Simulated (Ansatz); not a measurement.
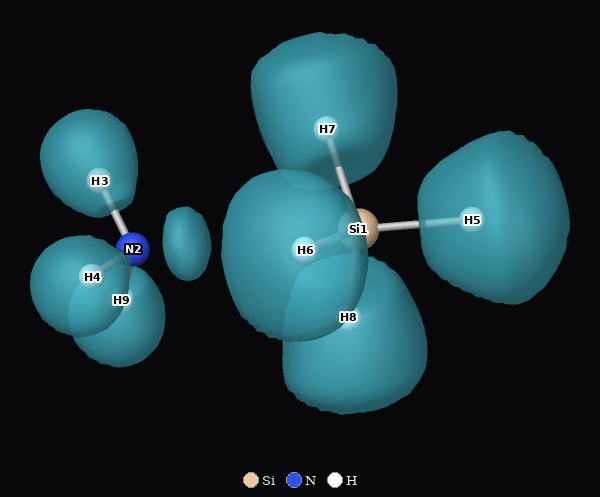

Figure 1: SiH4···NH3. Isosurface of the ELF at 0.9 (cyan), seen at a tilt. Core shells and regions of very low density are left out.

These are results of RKS CAM-B3LYP/6-31G* in Ansatz 0.2.0, not measurements.

Input file:

```
crystal:
  periodic: [false, false, false]
  atoms:
    - { symbol: Si, position_ang: [0.387602, -0.244578, -0.493845] }
    - { symbol: "N", position_ang: [-0.255302, -0.251809, 2.461866] }
    - { symbol: H, position_ang: [-0.78781, -0.752412, 3.171233] }
    - { symbol: H, position_ang: [0.125501, 0.580979, 2.90739] }
    - { symbol: H, position_ang: [1.046289, -0.333922, -1.826507] }
    - { symbol: H, position_ang: [0.244743, 1.187571, -0.149833] }
    - { symbol: H, position_ang: [-0.925628, -0.920482, -0.577706] }
    - { symbol: H, position_ang: [1.257096, -0.924313, 0.477119] }
    - { symbol: H, position_ang: [0.55671, -0.843235, 2.209782] }
basis:
  gaussian: { orbitals: "6-31G*" }
hamiltonian:
  xc: cam_b3lyp
relax:
  f_tol: 0.03
  max_steps: 50
output:
  orbitals: {}
```

Run with:

```sh
ansatz run input.yaml --threads 1 --pin off --max-ram 2048MiB --backend cpu --events-out ev --progress --plain --runs-dir out
```

The fields are those of the run's last geometry, not of the input's.

### Identify the bonds, lone pairs and shells in this picture.

The ELF exceeds this value in seven regions around hydrogen nuclei and one lobe on N, pointing away from the bonds (lone pairs). Profiles from the grid: Si1···N2 (2.98 Å): the ELF is about 0.10 at the midpoint. N–H (1.02 Å): the ELF climbs to about 1 towards the hydrogen, as it does in any bond to H; an ordinary covalent bond to hydrogen.
